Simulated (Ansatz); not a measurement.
**InH$_{3}$Cl$_{2}$O: geometry relaxation**

InH$_{3}$Cl$_{2}$O, computed with RKS PBE-D4/def2-SVP (Ansatz 0.2.0).

The input holds or restrains some coordinates. Forces given for the steps count only the free coordinates. It belongs to a series of runs on one base structure; here: pulled along the bonds that form and break, towards end B. Figures and captions count atoms from 1; the log counts them from 0 in places.

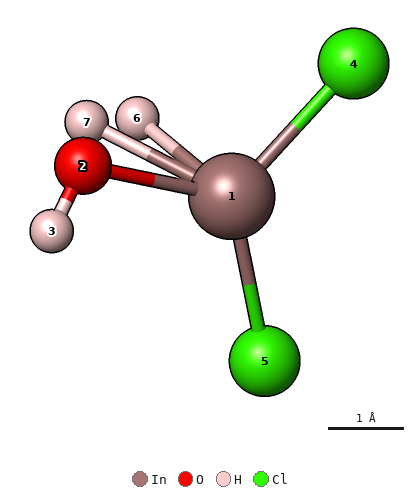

*The starting structure (ball-and-stick view, seen at a tilt; atoms are numbered from 1 in the order of the input). Sticks mark near contacts.*

Bond lengths as drawn: Cl–In 2.44 Å, H–In 2.07 to 2.23 Å, H–O 1.01 Å and In–O 2.34 Å.

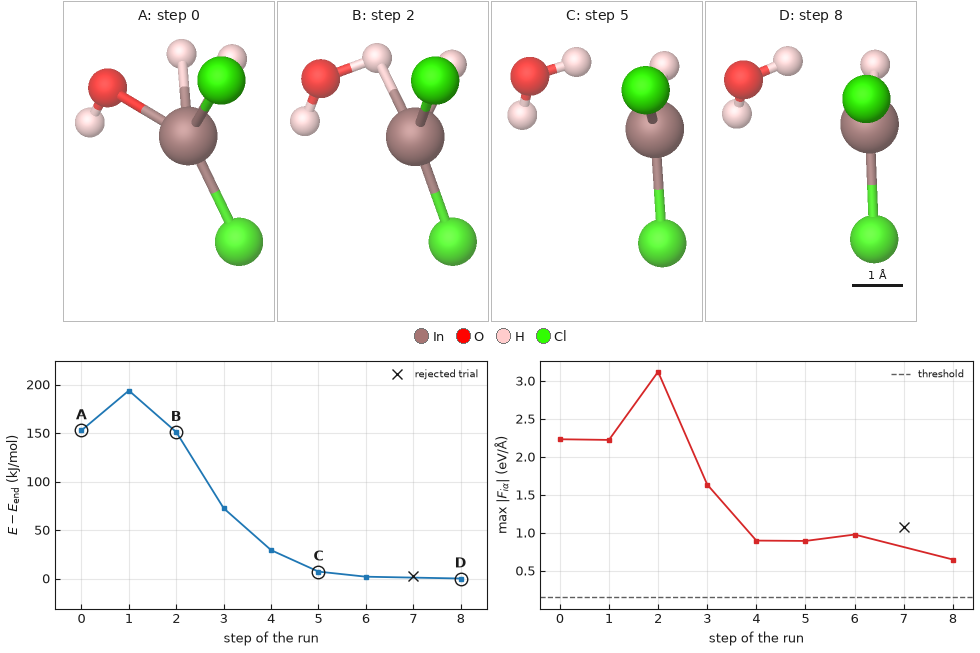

*Frames of the restrained relaxation (ball-and-stick view, seen at a tilt) above the curves, on which the letters mark them (the first geometry is step 0 here and step 1 in the log).*

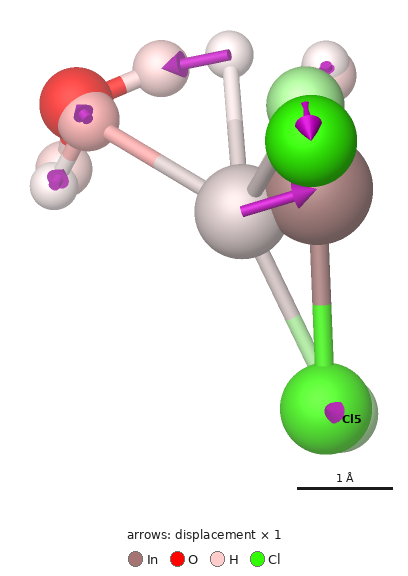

*Start (faint) and end (solid) with the displacements as pink arrows, at true length (ball-and-stick view, seen at a tilt). The two geometries are laid on each other by the best rigid fit.*

The energy falls by 152.7 kJ/mol in 8 geometry steps. The largest force component goes from 2.2 to 0.65 eV/Å. The line search rejected the trial step at point 7 (counted from 0) and went back. In1 moves most after the best rigid fit: 0.84 Å. Largest moves by element: In 0.84 Å, H 0.79 Å, Cl 0.53 Å, O 0.27 Å. Distances before and after: In1–O2 2.340 → 3.176 Å, O2–H7 1.640 → 0.995 Å, In1–H7 2.226 → 2.829 Å, In1–H6 2.070 → 1.761 Å. New bonds form: O2–H7 (1.64 → 0.99 Å). Bonds break: In1–O2 (2.34 → 3.18 Å). Among the angles that change: Cl4–In1–H6 88.5° → 124.7°, Cl5–In1–H6 110.0° → 120.9°, Cl4–In1–Cl5 120.0° → 114.1°. (Atoms are counted from 1 in the order of the input.)

The input that produced these results follows, with the program's output.

The input
```yaml
crystal:
  periodic: [false, false, false]
  atoms:
    - { symbol: In, position_ang: [0.0, 0.0, 0.0] }
    - { symbol: O, position_ang: [0.0, 0.0, 2.34] }
    - { symbol: H, position_ang: [-0.9095, -0.2814, 2.6771] }
    - { symbol: Cl, position_ang: [2.113, 0.0, -1.22] }
    - { symbol: Cl, position_ang: [-2.113, 0.0, -1.22] }
    - { symbol: H, position_ang: [0.4415, 1.9141, 0.6527] }
    - { symbol: H, position_ang: [0.3347, 1.4511, 1.654] }
basis:
  gaussian: { orbitals: def2-SVP }
hamiltonian:
  xc: pbe
  dispersion: d4
relax:
  f_tol: 0.15
  max_steps: 25
  restrain:
    - { distance: [0, 5], at: 1.77, k: 30.0 }
    - { distance: [6, 1], at: 1.01, k: 30.0 }
    - { distance: [0, 1], at: 3.19, k: 30.0 }
    - { distance: [6, 5], at: 1.86, k: 30.0 }
```

Run as:
```bash
ansatz run input.yaml --threads 2 --pin off --max-ram 3072MiB --backend cpu --events-out ev --progress --plain --runs-dir out
```

Output
```
The last accepted step is kept in [file] (removed where the run ends without a failure and the disk answers)
Engine: ansatz 0.2.0, aarch64-unknown-linux-gnu
Functional definition: PBE
  parameter kappa = 0.804
  parameter beta = 0.06672455060314922
  exchange = pbe_x(kappa = kappa, mu = beta*pi^2/3)
  correlation = pbe_c(beta = beta)
1023 factors; their error is unknown
mean field evaluation 1: about -32285.8345 eV, gradient 6.2e1 eV
mean field evaluation 2: about -32138.4886 eV, gradient 1.8e2 eV
mean field evaluation 4: about -32292.1846 eV, gradient 2.3e1 eV
mean field evaluation 8: about -32293.8314 eV, gradient 3.1e-1 eV
mean field evaluation 16: about -32293.7949 eV, gradient 1.9e-3 eV
mean field -32293.79486312 eV, -1186.7750716995 hartree, gradient 2.8e-5 eV, S^2 0.000000; 0 other end points of the search recorded, 0 dependent functions left out
the calculation of the forces begins
reference -32293.79491145 eV, -1186.7750734756 hartree; 33, 33 occupied and 58, 58 virtual orbitals, 1023 factors
relax step   1: F+E_penalty+E_count = -32293.95511765 eV  Δ(F+E_penalty+E_count) = +0.000e0 eV  max|allowed force component| = 2.231e0 eV/Å  E_restraint = 26.60848544 eV  max|allowed force component, restraints' pulls added| = 2.646e1 eV/Å  Δτ_max = 0.0000 Å  (29 SCF iters, accepted)
  distance In 0 - H 5 = 2.0700 Å
  distance H 6 - O 1 = 1.6396 Å
  distance In 0 - O 1 = 2.3400 Å
  distance H 6 - H 5 = 1.1083 Å
these checks for a lower state are left out or cut short: starts, cluster_reference, orbital_swaps, neighbouring_geometries, increment
1023 factors; their error is unknown
mean field -32293.37401483 eV, -1186.7596058098 hartree, gradient 1.6e-5 eV, S^2 0.000000; 0 other end points of the search recorded, 0 dependent functions left out
the calculation of the forces begins
reference -32293.37406233 eV, -1186.7596075555 hartree; 33, 33 occupied and 58, 58 virtual orbitals, 1023 factors
relax step   2: F+E_penalty+E_count = -32293.52978923 eV  Δ(F+E_penalty+E_count) = +4.253e-1 eV  max|allowed force component| = 2.223e0 eV/Å  E_restraint = 12.53646416 eV  max|allowed force component, restraints' pulls added| = 1.853e1 eV/Å  Δτ_max = 0.1950 Å  (36 SCF iters, accepted)
  distance In 0 - H 5 = 2.0048 Å
  distance H 6 - O 1 = 1.4187 Å
  distance In 0 - O 1 = 2.5683 Å
  distance H 6 - H 5 = 1.3834 Å
these checks for a lower state are left out or cut short: starts, cluster_reference, orbital_swaps, neighbouring_geometries, increment
1023 factors; their error is unknown
mean field evaluation 32: about -32293.8281 eV, gradient 1.0e-1 eV
mean field -32293.82811256 eV, -1186.7762935935 hartree, gradient 1.9e-5 eV, S^2 0.000000; 0 other end points of the search recorded, 0 dependent functions left out
the calculation of the forces begins
reference -32293.82815960 eV, -1186.7762953223 hartree; 33, 33 occupied and 58, 58 virtual orbitals, 1023 factors
relax step   3: F+E_penalty+E_count = -32293.97319171 eV  Δ(F+E_penalty+E_count) = -4.434e-1 eV  max|allowed force component| = 3.120e0 eV/Å  E_restraint = 4.25155777 eV  max|allowed force component, restraints' pulls added| = 1.092e1 eV/Å  Δτ_max = 0.1949 Å  (35 SCF iters, accepted)
  distance In 0 - H 5 = 1.9218 Å
  distance H 6 - O 1 = 1.2067 Å
  distance In 0 - O 1 = 2.7737 Å
  distance H 6 - H 5 = 1.6400 Å
these checks for a lower state are left out or cut short: starts, cluster_reference, orbital_swaps, neighbouring_geometries, increment
1023 factors; their error is unknown
mean field -32294.64622434 eV, -1186.8063586469 hartree, gradient 1.7e-5 eV, S^2 0.000000; 0 other end points of the search recorded, 0 dependent functions left out
the calculation of the forces begins
reference -32294.64627094 eV, -1186.8063603597 hartree; 33, 33 occupied and 58, 58 virtual orbitals, 1023 factors
relax step   4: F+E_penalty+E_count = -32294.78711300 eV  Δ(F+E_penalty+E_count) = -8.139e-1 eV  max|allowed force component| = 1.635e0 eV/Å  E_restraint = 0.56293247 eV  max|allowed force component, restraints' pulls added| = 4.611e0 eV/Å  Δτ_max = 0.1924 Å  (31 SCF iters, accepted)
  distance In 0 - H 5 = 1.8168 Å
  distance H 6 - O 1 = 1.0210 Å
  distance In 0 - O 1 = 3.0032 Å
  distance H 6 - H 5 = 1.8421 Å
these checks for a lower state are left out or cut short: starts, cluster_reference, orbital_swaps, neighbouring_geometries, increment
1023 factors; their error is unknown
mean field -32295.09785594 eV, -1186.8229558024 hartree, gradient 2.5e-5 eV, S^2 0.000000; 0 other end points of the search recorded, 0 dependent functions left out
the calculation of the forces begins
reference -32295.09790280 eV, -1186.8229575244 hartree; 33, 33 occupied and 58, 58 virtual orbitals, 1023 factors
relax step   5: F+E_penalty+E_count = -32295.23468359 eV  Δ(F+E_penalty+E_count) = -4.476e-1 eV  max|allowed force component| = 8.969e-1 eV/Å  E_restraint = 0.02519348 eV  max|allowed force component, restraints' pulls added| = 1.270e0 eV/Å  Δτ_max = 0.1909 Å  (31 SCF iters, accepted)
  distance In 0 - H 5 = 1.7785 Å
  distance H 6 - O 1 = 0.9852 Å
  distance In 0 - O 1 = 3.1594 Å
  distance H 6 - H 5 = 1.8677 Å
these checks for a lower state are left out or cut short: starts, cluster_reference, orbital_swaps, neighbouring_geometries, increment
1023 factors; their error is unknown
mean field -32295.32698787 eV, -1186.8313762455 hartree, gradient 2.3e-5 eV, S^2 0.000000; 0 other end points of the search recorded, 0 dependent functions left out
the calculation of the forces begins
reference -32295.32703535 eV, -1186.8313779902 hartree; 33, 33 occupied and 58, 58 virtual orbitals, 1023 factors
relax step   6: F+E_penalty+E_count = -32295.46417843 eV  Δ(F+E_penalty+E_count) = -2.295e-1 eV  max|allowed force component| = 8.922e-1 eV/Å  E_restraint = 0.00499642 eV  max|allowed force component, restraints' pulls added| = 8.922e-1 eV/Å  Δτ_max = 0.1973 Å  (30 SCF iters, accepted)
  distance In 0 - H 5 = 1.7723 Å
  distance H 6 - O 1 = 0.9996 Å
  distance In 0 - O 1 = 3.1829 Å
  distance H 6 - H 5 = 1.8730 Å
these checks for a lower state are left out or cut short: starts, cluster_reference, orbital_swaps, neighbouring_geometries, increment
1023 factors; their error is unknown
mean field evaluation 64: about -32295.3798 eV, gradient 9.6e-4 eV
mean field -32295.37976863 eV, -1186.8333159025 hartree, gradient 1.0e-5 eV, S^2 0.000000; 0 other end points of the search recorded, 0 dependent functions left out
the calculation of the forces begins
reference -32295.37981619 eV, -1186.8333176503 hartree; 33, 33 occupied and 58, 58 virtual orbitals, 1023 factors
relax step   7: F+E_penalty+E_count = -32295.51859571 eV  Δ(F+E_penalty+E_count) = -5.442e-2 eV  max|allowed force component| = 9.764e-1 eV/Å  E_restraint = 0.01114438 eV  max|allowed force component, restraints' pulls added| = 9.789e-1 eV/Å  Δτ_max = 0.1935 Å  (27 SCF iters, accepted)
  distance In 0 - H 5 = 1.7663 Å
  distance H 6 - O 1 = 1.0028 Å
  distance In 0 - O 1 = 3.1730 Å
  distance H 6 - H 5 = 1.8797 Å
these checks for a lower state are left out or cut short: starts, cluster_reference, orbital_swaps, neighbouring_geometries, increment
1023 factors; their error is unknown
mean field -32295.36874616 eV, -1186.8329108342 hartree, gradient 1.0e-5 eV, S^2 0.000000; 0 other end points of the search recorded, 0 dependent functions left out
the calculation of the forces begins
reference -32295.36879434 eV, -1186.8329126046 hartree; 33, 33 occupied and 58, 58 virtual orbitals, 1023 factors
relax step   8: F+E_penalty+E_count = -32295.50767886 eV  Δ(F+E_penalty+E_count) = +1.092e-2 eV  max|allowed force component| = 1.078e0 eV/Å  E_restraint = 0.01064777 eV  max|allowed force component, restraints' pulls added| = 1.078e0 eV/Å  Δτ_max = 0.1446 Å  (26 SCF iters, rejected (line search))
  distance In 0 - H 5 = 1.7588 Å
  distance H 6 - O 1 = 0.9962 Å
  distance In 0 - O 1 = 3.1830 Å
  distance H 6 - H 5 = 1.8786 Å
these checks for a lower state are left out or cut short: starts, cluster_reference, orbital_swaps, neighbouring_geometries, increment
1023 factors; their error is unknown
mean field -32295.39856158 eV, -1186.8340065307 hartree, gradient 1.1e-5 eV, S^2 0.000000; 0 other end points of the search recorded, 0 dependent functions left out
the calculation of the forces begins
reference -32295.39860921 eV, -1186.8340082812 hartree; 33, 33 occupied and 58, 58 virtual orbitals, 1023 factors
relax step   9: F+E_penalty+E_count = -32295.53788591 eV  Δ(F+E_penalty+E_count) = -1.929e-2 eV  max|allowed force component| = 6.475e-1 eV/Å  E_restraint = 0.00901852 eV  max|allowed force component, restraints' pulls added| = 1.055e-1 eV/Å  Δτ_max = 0.0723 Å  (26 SCF iters, accepted)
  distance In 0 - H 5 = 1.7607 Å
  distance H 6 - O 1 = 0.9945 Å
  distance In 0 - O 1 = 3.1757 Å
  distance H 6 - H 5 = 1.8684 Å
1023 factors; their error is unknown
mean field evaluation 96: about -32295.3986 eV, gradient 3.7e-3 eV
mean field -32295.39856158 eV, -1186.8340065307 hartree, gradient 1.0e-5 eV, S^2 0.000000; 1 other end points of the search recorded, 0 dependent functions left out
the calculation of the forces begins
reference -32295.39860921 eV, -1186.8340082812 hartree; 33, 33 occupied and 58, 58 virtual orbitals, 1023 factors
Total energy: -32295.53793355 eV, -1186.8391283560 hartree
Atom 0 at     0.200678     0.607478    -0.531832 Å, force    -0.023206     0.136417     0.591776 eV/Å
Atom 1 at     0.029409     0.095703     2.597660 Å, force     0.155747     0.570102    -0.647541 eV/Å
Atom 2 at    -0.916800    -0.002346     2.813702 Å, force    -0.069365     0.014395    -0.005221 eV/Å
Atom 3 at     2.065177    -0.322504    -1.632525 Å, force    -0.019001     0.008051     0.027413 eV/Å
Atom 4 at    -1.877126    -0.249790    -1.260448 Å, force     0.020583     0.004452     0.022818 eV/Å
Atom 5 at     0.277904     1.924719     0.633915 Å, force     0.023140    -0.100600    -0.402593 eV/Å
Atom 6 at     0.087458     1.030541     2.263328 Å, force    -0.087899    -0.632817     0.413346 eV/Å
Dipole moment:    -0.232358     0.510695     0.424467 e Å
```

Trajectory as extended XYZ (Å, eV, eV/Å), 9 frames, from step=1 to step=9
```
7
Properties=species:S:1:pos:R:3:forces:R:3 step=1 energy=-32293.95512
In    0.0000    0.0000    0.0000    0.1329   0.2716   0.6747
O     0.0000    0.0000    2.3400   -0.6675  -0.0866  -1.6908
H    -0.9095   -0.2814    2.6771    1.0210   0.5783  -0.3965
Cl    2.1130    0.0000   -1.2200   -0.7883  -0.2667   0.4334
Cl   -2.1130    0.0000   -1.2200    0.8009  -0.1005   0.5614
H     0.4415    1.9141    0.6527   -0.1374  -0.6118   2.2314
H     0.3347    1.4511    1.6540   -0.3616   0.2156  -1.8136
7
Properties=species:S:1:pos:R:3:forces:R:3 step=2 energy=-32293.52979
In    0.0136    0.0601   -0.1272    0.2049   1.2946   1.0960
O     0.0160    0.0871    2.4410    0.1289   0.6251  -2.2225
H    -0.9021   -0.2764    2.6747    0.9545   1.3145  -0.3070
Cl    2.1102   -0.0021   -1.2194   -0.0199  -0.4855  -0.0734
Cl   -2.1088   -0.0006   -1.2175    0.3489  -0.2278   0.3084
H     0.4385    1.9010    0.5434   -0.3416  -0.7912   1.1767
H     0.2993    1.3146    1.7887   -1.2758  -1.7297   0.0219
7
Properties=species:S:1:pos:R:3:forces:R:3 step=3 energy=-32293.97319
In    0.0279    0.1318   -0.2465    0.0429   1.8806   1.0935
O     0.0375    0.1596    2.5271    0.3427   1.2171  -2.0881
H    -0.8904   -0.2524    2.6718    1.3016   1.8441  -0.5400
Cl    2.1181   -0.0103   -1.2257    0.7129  -0.6979  -0.4956
Cl   -2.1092   -0.0048   -1.2163   -0.0758  -0.3658   0.0626
H     0.4302    1.8775    0.4493   -0.4913  -0.7582   0.3133
H     0.2526    1.1824    1.9240   -1.8330  -3.1199   1.6543
7
Properties=species:S:1:pos:R:3:forces:R:3 step=4 energy=-32294.78711
In    0.0378    0.2320   -0.3768    0.0181   1.6347   0.9056
O     0.0580    0.2185    2.6263    0.0797  -0.2791  -0.8071
H    -0.8581   -0.1962    2.6563    0.9960   1.4354  -0.4097
Cl    2.1510   -0.0355   -1.2488    0.8565  -0.7600  -0.5941
Cl   -2.1217   -0.0197   -1.2208   -0.2812  -0.4220  -0.0914
H     0.4086    1.8334    0.3970   -0.4652  -0.3855   0.1040
H     0.1912    1.0511    2.0506   -1.2039  -1.2235   0.8929
7
Properties=species:S:1:pos:R:3:forces:R:3 step=5 energy=-32295.23468
In    0.0713    0.3797   -0.4930    0.2632   0.8969   0.5523
O     0.0821    0.1910    2.6607   -0.0085  -0.5887  -0.3874
H    -0.8527   -0.1322    2.6787    0.5136   0.7458  -0.1669
Cl    2.2110   -0.1505   -1.3337   -0.0882  -0.3898  -0.1826
Cl   -2.1251   -0.0770   -1.2368    0.1707  -0.2488   0.0044
H     0.3321    1.8506    0.4720   -0.2579  -0.2050  -0.1188
H     0.1480    1.0222    2.1359   -0.5928  -0.2104   0.2990
7
Properties=species:S:1:pos:R:3:forces:R:3 step=6 energy=-32295.46418
In    0.1193    0.5633   -0.5469    0.2018   0.2038   0.5652
O     0.0972    0.1130    2.6039   -0.7551   0.3698  -0.6890
H    -0.8712   -0.0810    2.7460    0.8922   0.3546  -0.1555
Cl    2.1618   -0.2928   -1.4185   -0.3538  -0.0198   0.0088
Cl   -2.0305   -0.1764   -1.2476    0.3120  -0.0063   0.0465
H     0.2816    1.9369    0.5612   -0.1149  -0.1577  -0.3553
H     0.1083    1.0208    2.1857   -0.1822  -0.7445   0.5794
7
Properties=species:S:1:pos:R:3:forces:R:3 step=7 energy=-32295.51860
In    0.1707    0.6267   -0.5554    0.1256   0.0741   0.6523
O     0.0760    0.1034    2.5728   -0.9654   0.7522  -0.4041
H    -0.8779   -0.0481    2.8312    0.9518   0.1505  -0.2678
Cl    2.0674   -0.3625   -1.5723   -0.1404   0.0792   0.0628
Cl   -1.8959   -0.2320   -1.3169    0.0361   0.0245   0.0213
H     0.2585    1.9304    0.6331   -0.0065  -0.1041  -0.4895
H     0.0678    1.0659    2.2913   -0.0011  -0.9764   0.4251
7
Properties=species:S:1:pos:R:3:forces:R:3 step=8 energy=-32295.50768 accepted=F
In    0.1775    0.6382   -0.5588    0.0136   0.0237   0.5586
O     0.0289    0.0538    2.5666   -0.9156   0.5476  -0.2118
H    -0.8954    0.0221    2.9563    1.0776   0.0986  -0.5564
Cl    2.0798   -0.3231   -1.5734   -0.0644   0.0339   0.0231
Cl   -1.8830   -0.2396   -1.3059    0.0249   0.0251   0.0026
H     0.2654    1.9560    0.6027    0.0036  -0.1053  -0.3467
H     0.0936    0.9764    2.1964   -0.1398  -0.6237   0.5306
7
Properties=species:S:1:pos:R:3:forces:R:3 step=9 energy=-32295.53789
In    0.2007    0.6075   -0.5318   -0.0232   0.1364   0.5918
O     0.0294    0.0957    2.5977    0.1557   0.5701  -0.6475
H    -0.9168   -0.0023    2.8137   -0.0694   0.0144  -0.0052
Cl    2.0652   -0.3225   -1.6325   -0.0190   0.0081   0.0274
Cl   -1.8771   -0.2498   -1.2604    0.0206   0.0045   0.0228
H     0.2779    1.9247    0.6339    0.0231  -0.1006  -0.4026
H     0.0875    1.0305    2.2633   -0.0879  -0.6328   0.4133
```

Results in brief

```tsv
quantity	value
outcome	converged under the restraints of the input
total energy	−32295.5379 eV
mean-field energy	−32295.3986 eV
largest force (length of the vector) at the end, held atoms and coordinates included	0.877 eV/Å
hardware	2 threads of Arm Neoverse V1, 24 GiB of memory available, shared host
wall time	16 s (CPU time 30 s)
peak memory	0.13 GiB
```
